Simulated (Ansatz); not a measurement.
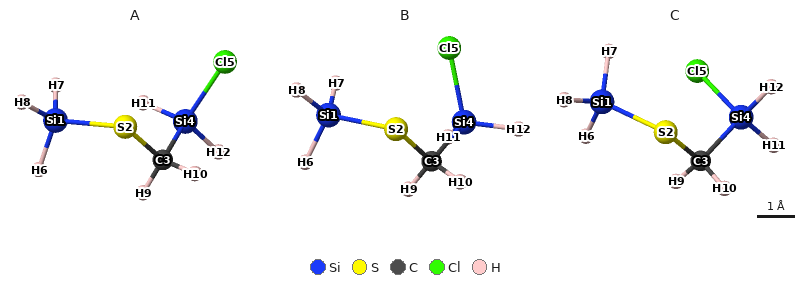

3 geometries from a converged minimum-energy path of CH₇ClSSi₂, shuffled. The picture is a ball-and-stick view, seen at a tilt.

Theory: Ansatz, RKS PBE/def2-SVP. Run with 7 movable images; climbing image; force threshold 0.03 eV/Å; iteration limit 60; starting path through a guess of the saddle point.

> Which frame is the top of the path?

B. In order along the path, whose images run from 0 to 8: C (image 0, 0.000 eV), B (image 4, +0.130 eV), A (image 7, +0.036 eV). The motion is a rotation about the C3–Si4 bond by about 135°. No bond forms or breaks between the ends. Among the angles between lasting bonds that change up to the highest image: S2–C3–Si4 114.5° → 117.6°, C3–Si4–Cl5 109.1° → 112.1°.

Cost: 2.8 min on 2 threads of AMD EPYC 9R14 (Zen 4), with other jobs on the host, peak memory 0.2 GiB.
